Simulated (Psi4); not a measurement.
# C3H4F2 (SMILES F/C=C\CF): B3LYP/6-31G(d) (Cartesian functions)

Aim: the energy change on altering one bond length of C3H4F2 at B3LYP/6-31G* (Cartesian functions), from 2 runs. Input form: a Python script.

The results are computed with Psi4 1.11.

1 further run of the same task is left out (set aside as unsound or not needed).

### 1 The molecule

C3H4F2 has 9 atoms, charge 0, and is taken as a singlet. SMILES: `F/C=C\CF`. The shape is that of a PBE0-D4/def2-TZVP optimisation. This is one conformer, not always the lowest.

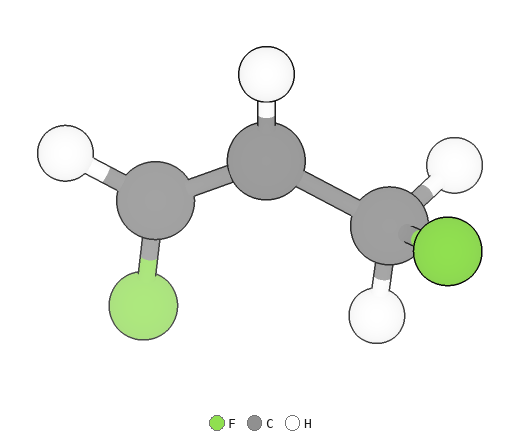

The structure, seen from a chosen angle (fluorine green, carbon grey, hydrogen white).

### 2 A single-point energy at B3LYP/6-31G(d) (Cartesian functions)

calc.py reads:

```python
import psi4

psi4.set_memory('2200 MB')
psi4.set_num_threads(1)
psi4.set_output_file('c3h4f2.out', False)

molecule = psi4.geometry("""
F     -1.771300     0.696200    -0.764200
C     -0.756800    -0.083800    -1.148800
C      0.269900    -0.355400    -0.364300
C      0.439500     0.155200     1.019400
F      1.656600     0.811400     1.133700
H     -0.888900    -0.458700    -2.156900
H      1.042400    -1.001300    -0.765600
H      0.449800    -0.666700     1.742700
H     -0.352600     0.856800     1.286900
units angstrom
symmetry c1
no_reorient
no_com
""")

options = {'basis': '6-31G*', 'reference': 'rks', 'puream': False, 'e_convergence': 1e-09, 'd_convergence': 1e-08, 'scf_type': 'pk', 'dft_radial_points': 99, 'dft_spherical_points': 590}
psi4.set_options(options)

e_tot, wfn = psi4.energy('b3lyp', return_wfn=True)
psi4.oeprop(wfn, 'WIBERG_LOWDIN_INDICES', 'MAYER_INDICES', 'DIPOLE')
print('E =', round(e_tot, 9))
for k, v in sorted(psi4.core.scalar_variables().items()):
    print(f'{k:45s} {v:18.10f}')
```

Command:

```console
$ python calc.py
```

c3h4f2.out:

```text
[...]
  Running in c1 symmetry.
[...]
  Nuclear repulsion =  168.442552110584870
[...]
  Multiplicity = 1
[...]
  Nalpha       = 20
  Nbeta        = 20
[...]
    Number of basis functions: 83
[...]
   @RKS iter   1:  -316.18817948170272   -3.40182e-01   7.10748e-03 ADIIS/DIIS
[...]
   @RKS iter  12:  -316.36118849441414   -3.35376e-12   5.58600e-09 DIIS
[...]
    Orbital Energies [Eh]
    ---------------------
    Doubly Occupied:
       1A    -24.715198     2A    -24.665847     3A    -10.277065
       4A    -10.262751     5A    -10.196341     6A     -1.229972
       7A     -1.175022     8A     -0.802271     9A     -0.694693
      10A     -0.594683    11A     -0.538961    12A     -0.510311
      13A     -0.485661    14A     -0.465421    15A     -0.460760
      16A     -0.423506    17A     -0.385018    18A     -0.335591
      19A     -0.334010    20A     -0.265929
[...]
  @RKS Final Energy:  -316.36118849441414
   => Energetics <=
    Nuclear Repulsion Energy =            168.4425521105848702
    One-Electron Energy =                -769.4981934452191581
    Two-Electron Energy =                 315.9950945501931869
    DFT Exchange-Correlation Energy =     -31.3006417099730463
    Empirical Dispersion Energy =           0.0000000000000000
    VV10 Nonlocal Energy =                  0.0000000000000000
    Total Energy =                       -316.3611884944141366
[...]
 Multipole Moments:
 ------------------------------------------------------------------------------------
     Multipole            Electronic (a.u.)      Nuclear  (a.u.)        Total (a.u.)
 ------------------------------------------------------------------------------------
 L = 1.  Multiply by 2.5417464519 to convert [e a0] to [Debye]
 Dipole X            :          1.7496372           -2.0144480           -0.2648109
 Dipole Y            :        -20.6175321           20.0207034           -0.5968286
 Dipole Z            :         -1.1822655            0.8889272           -0.2933383
 Magnitude           :                                                    0.7158049
[...]
```

Standard output:

```text
E = -316.361188494
CURRENT ENERGY                                   -316.3611884944
CURRENT REFERENCE ENERGY                         -316.3611884944
DD SOLVATION ENERGY                                 0.0000000000
DFT FUNCTIONAL TOTAL ENERGY                      -316.3611884944
DFT TOTAL ENERGY                                 -316.3611884944
DFT VV10 ENERGY                                     0.0000000000
DFT XC ENERGY                                     -31.3006417100
GRID ELECTRONS ALPHA                               20.0000000119
GRID ELECTRONS BETA                                20.0000000119
GRID ELECTRONS TOTAL                               40.0000000237
NUCLEAR REPULSION ENERGY                          168.4425521106
ONE-ELECTRON ENERGY                              -769.4981934452
PCM POLARIZATION ENERGY                             0.0000000000
PE ENERGY                                           0.0000000000
SCF ITERATION ENERGY                             -316.3611884944
SCF ITERATIONS                                     12.0000000000
SCF TOTAL ENERGY                                 -316.3611884944
TWO-ELECTRON ENERGY                               315.9950945502
XC GRID RADIAL POINTS                              99.0000000000
XC GRID SPHERICAL POINTS                          590.0000000000
XC GRID TOTAL POINTS                           494918.0000000000
```

Wall time 12 s (1 thread of Intel Xeon 6975P-C (Granite Rapids), shared host); peak memory 1.3 GiB.

### 3 The distorted shape at the same level

c3h4f2.xyz reads:

```xyz
9
C3H4F2
F     -2.582881     1.320185    -0.456527
C     -0.756800    -0.083800    -1.148800
C      0.269900    -0.355400    -0.364300
C      0.439500     0.155200     1.019400
F      1.656600     0.811400     1.133700
H     -0.888900    -0.458700    -2.156900
H      1.042400    -1.001300    -0.765600
H      0.449800    -0.666700     1.742700
H     -0.352600     0.856800     1.286900
```

c3h4f2.py reads:

```python
import psi4

psi4.set_memory(2200000000)
psi4.set_num_threads(1)
psi4.core.set_output_file('output.dat', False)

with open('c3h4f2.xyz') as f:
    atoms = ''.join(f.readlines()[2:])
geom = psi4.geometry('0 1\n' + atoms + 'symmetry c1\nno_reorient\nno_com')

psi4.set_options({
    'puream': False,
    'e_convergence': 1e-09,
    'd_convergence': 1e-08,
    'scf_type': 'pk',
    'dft_radial_points': 99,
    'dft_spherical_points': 590,
})

e, wfn = psi4.energy("b3lyp/6-31G*", return_wfn=True)
psi4.oeprop(wfn, "WIBERG_LOWDIN_INDICES", "DIPOLE", "MAYER_INDICES")
print(f'b3lyp/6-31G* energy: {e:.10f} Eh')
```

Command:

```console
$ python c3h4f2.py
```

output.dat:

```text
[...]
  Running in c1 symmetry.
[...]
  Nuclear repulsion =  150.372783161597624
[...]
  Multiplicity = 1
[...]
  Nalpha       = 20
  Nbeta        = 20
[...]
    Number of basis functions: 83
[...]
   @RKS iter   1:  -315.95845065472184   -6.39421e-01   8.53158e-03 ADIIS/DIIS
[...]
   @RKS iter  14:  -316.19303794760737   -5.79803e-12   4.13802e-09 DIIS
[...]
    Orbital Energies [Eh]
    ---------------------
    Doubly Occupied:
       1A    -24.691342     2A    -24.612915     3A    -10.317620
       4A    -10.290306     5A    -10.257842     6A     -1.199747
       7A     -1.024800     8A     -0.847424     9A     -0.723050
      10A     -0.601389    11A     -0.543271    12A     -0.508804
      13A     -0.487588    14A     -0.472372    15A     -0.370324
      16A     -0.360853    17A     -0.329815    18A     -0.318439
      19A     -0.297535    20A     -0.294849
[...]
  @RKS Final Energy:  -316.19303794760737
   => Energetics <=
    Nuclear Repulsion Energy =            150.3727831615976243
    One-Electron Energy =                -733.6608115112492214
    Two-Electron Energy =                 298.2414545147053673
    DFT Exchange-Correlation Energy =     -31.1464641126612136
    Empirical Dispersion Energy =           0.0000000000000000
    VV10 Nonlocal Energy =                  0.0000000000000000
    Total Energy =                       -316.1930379476073654
[...]
 Multipole Moments:
 ------------------------------------------------------------------------------------
     Multipole            Electronic (a.u.)      Nuclear  (a.u.)        Total (a.u.)
 ------------------------------------------------------------------------------------
 L = 1.  Multiply by 2.5417464519 to convert [e a0] to [Debye]
 Dipole X            :         16.8569164          -15.8174404            1.0394760
 Dipole Y            :        -32.0341971           30.6331502           -1.4010469
 Dipole Z            :         -6.4711581            6.1216865           -0.3494716
 Magnitude           :                                                    1.7792057
[...]
```

On the terminal:

```text
b3lyp/6-31G* energy: -316.1930379476 Eh
```

Run time: 13 s. Hardware: 1 thread of Intel Xeon 6975P-C (Granite Rapids), shared host; peak memory 1.3 GiB.

### 4 Summary of results

Level: B3LYP/6-31G* (Cartesian functions).

```
                                                         quantity          value
                                        first shape: total energy  -316.36119 Eh
                                       first shape: dipole moment         1.82 D
                                         first shape: HOMO energy       -7.24 eV
                                         first shape: LUMO energy        0.21 eV
                                       first shape: HOMO–LUMO gap        7.44 eV
                                    distorted shape: total energy  -316.19304 Eh
                                   distorted shape: dipole moment         4.52 D
                                     distorted shape: HOMO energy       -8.02 eV
                                     distorted shape: LUMO energy       -4.52 eV
                                   distorted shape: HOMO–LUMO gap        3.51 eV
energy change with the F1–C2 bond stretched from 1.336 to 2.405 Å       4.576 eV
```

**Reading.** One bond (distorted shape) is far stretched, which a spin-restricted single reference describes badly; a broken-symmetry solution may lie lower. With the F1–C2 bond stretched from 1.336 to 2.405 Å the energy rises by 4.58 eV (106 kcal/mol). The first shape isn't relaxed at this level, so the change isn't measured from a minimum. A restricted reference can't describe the breaking bond well at this length.
